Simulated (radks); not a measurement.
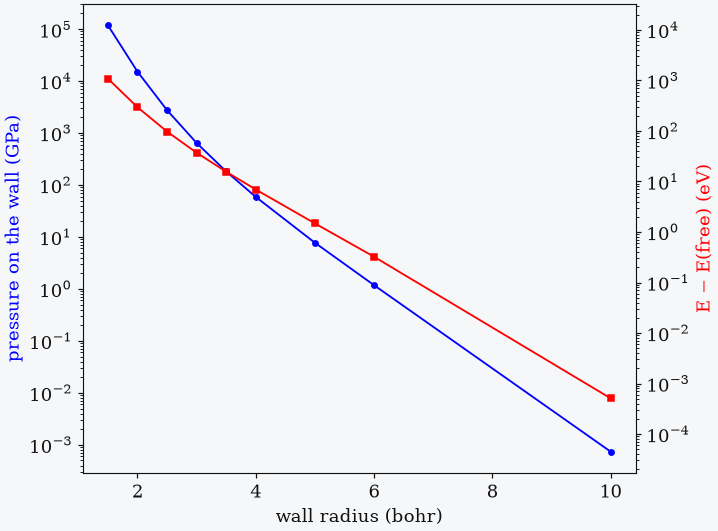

The Tc⁺ ion; electrons: [Kr] 4d5 5s1 (high spin). It is put inside a hard spherical wall of varying radius. The calculation used the in-house radial solver radks at this level: scalar-relativistic Kohn-Sham, LDA (Slater exchange, VWN5 correlation), spin-polarised, spherical densities, finite nucleus. The plot shows the pressure on the wall (left axis) and the energy above the free species (right axis).

How do pressure and energy grow as the wall closes in?

The pressure grows from 0.00074 GPa at 10 bohr through 180 GPa at 3.5 bohr to 120000 GPa at 1.5 bohr, and the energy above the free species from 0.000511 eV through 15.6 eV to 1085 eV. The pressure is −dE/dV with V = 4πR³/3.
